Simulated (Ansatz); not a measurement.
# BClH2Si (SMILES [SiH]BCl): what the fields show

Input

```
crystal:
  periodic: [false, false, false]
  atoms:
    - {symbol: B, position_ang: [-0.938145, -0.284036, -1.928152]}
    - {symbol: Cl, position_ang: [-1.349659, -1.900157, -2.597195]}
    - {symbol: Si, position_ang: [-1.749698, -0.659490, -0.171834]}
    - {symbol: H, position_ang: [-3.048059, -0.105951, -0.780222]}
    - {symbol: H, position_ang: [-0.323985, 0.476080, -2.628397]}
basis:
  gaussian:
    orbitals: def2-TZVPD
total_charge: 0
hamiltonian:
  xc: {name: PBE0}
output: {forces: true, orbitals: {seedname: orbitals}}
```

Launched as:

```sh
ansatz run input.yaml --threads 1 --pin off --max-ram 2610MiB --events-out events.jsonl --progress --plain --runs-dir runs
```

Geometry: PBE0-D3(BJ)/def2-SVP.

The calculation used isolated molecule in a Gaussian basis; Kohn-Sham density functional theory, functional PBE0 (Ansatz).

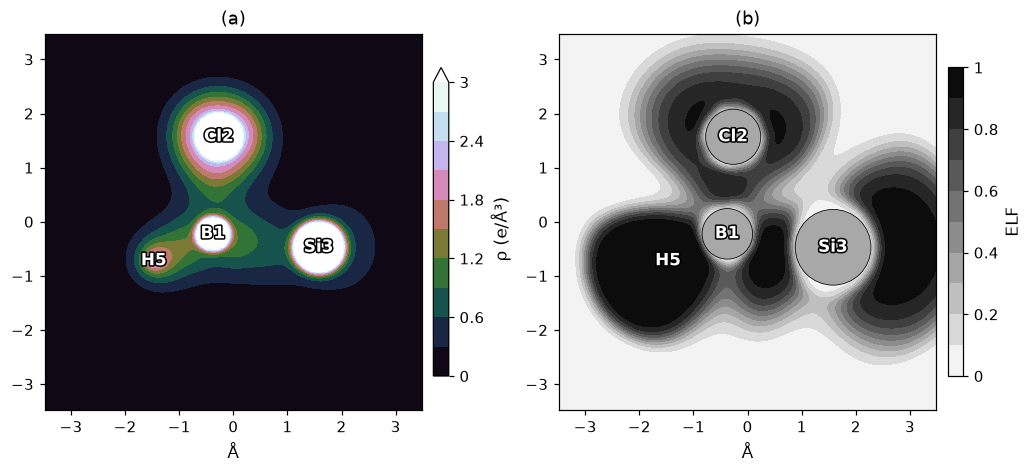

Figure 1. (a) total electron density; (b) electron localisation function on the plane of atoms Cl2, B1 and H5. Grey discs cover the atomic cores in the ELF map.

Q: What do the fields say about this system?

A: Atoms in the plane: B, Cl, Si and H. B–Cl (1.80 Å): ρ at the midpoint is about 1.2 e/Å³; the ELF peaks at about 0.90 between the atoms; a polar covalent bond. Si–B (1.97 Å): ρ at the midpoint is about 0.82 e/Å³; the ELF peaks at about 0.95 between the atoms; localised, covalent bonding. B–H (1.20 Å): ρ is about 1.3 e/Å³ halfway; the ELF climbs to about 1 towards the hydrogen, as it does in any bond to H: a covalent bond by its length. The ELF also peaks beside Si3 and Cl2, away from the bonds: lone-pair regions.

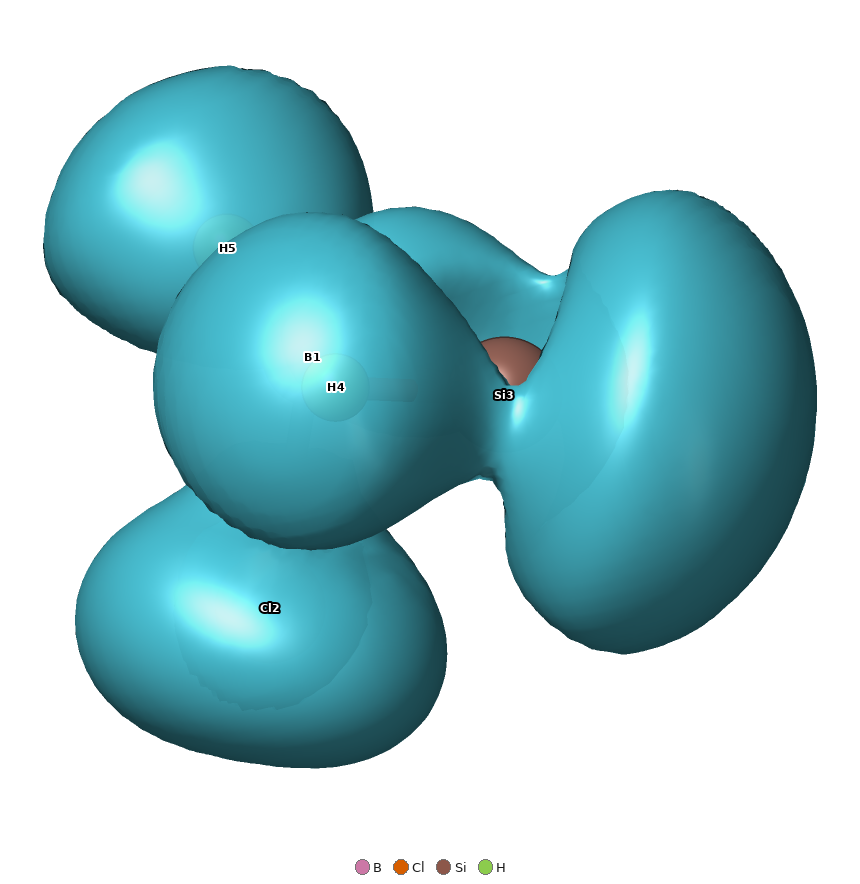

Figure 2. Isosurface of the ELF at 0.75 (cyan), seen at an oblique angle. Core shells and regions of very low density are left out.

Q: Where are the electrons localised?

A: The ELF exceeds this value in one region around a hydrogen nucleus, one region on Cl in which the atom's valence shell and bonds are merged and one joined region spread over several atoms (H, Si), in which their bonds and any lone pairs are merged.

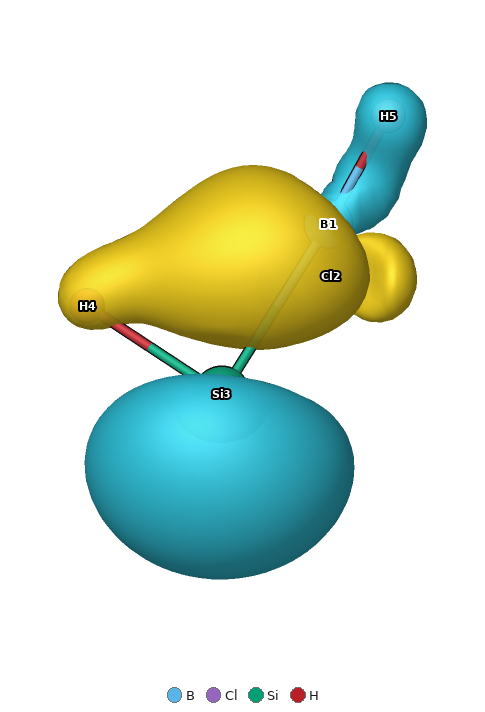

Figure 3. The HOMO at ±0.15 Å⁻³ᐟ² (yellow and cyan are the two phases), seen at an oblique angle.

Q: What is the character of this orbital?

A: Its weight (Hirshfeld) is mainly on Si3 (about 65 %), B1 (about 20 %) and Cl2 (about 5 %). Its energy is −6.84 eV.
